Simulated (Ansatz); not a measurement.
```xyz
8
Lattice="5.9613 0.0000 0.0000 0.0000 5.9613 0.0000 0.0000 0.0000 5.9613" Properties=species:S:1:pos:R:3 pbc="T T T"
P     0.0000    0.0000    0.0000
Ga    4.5528    4.5528    4.5528
Sb    2.9807    2.9807    0.0000
Ga    1.4085    1.4085    4.5528
Sb    2.9807    0.0000    2.9807
Ga    1.4085    4.5528    1.4085
Sb    0.0000    2.9807    2.9807
Ga    4.5528    1.4085    1.4085
```

Space group P-43m; started from the ordered alloy on zincblende lattice prototype, which need not be the ambient phase.

Method: DFT, HSE06, plane waves, PAW in Ansatz 0.2.0.

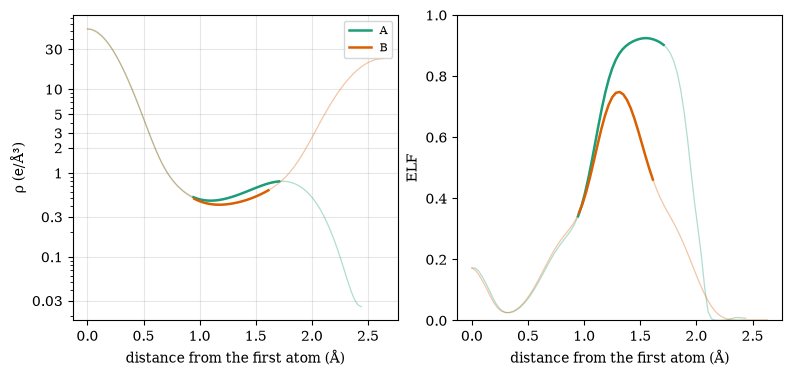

Ga$_{4}$Sb$_{3}$P. Valence electron density and ELF along straight lines between neighbouring atoms. Thin, pale parts lie inside the atomic spheres.

In a PAW calculation such maps are meaningful between the atoms, not at the nuclei.

### Which curve belongs to which contact (Ga–P and Ga–Sb)? The first atom named is at distance zero.

Curve A: Ga–P (2.44 Å): ρ is about 0.49 e/Å³ halfway; the ELF peaks at about 0.90 in the valence shell of P, 0.9 Å from its nucleus, and is about 0.80 at the midpoint. Curve B: Ga–Sb (2.63 Å): ρ at the midpoint is about 0.44 e/Å³; the ELF peaks at about 0.75 between the atoms.
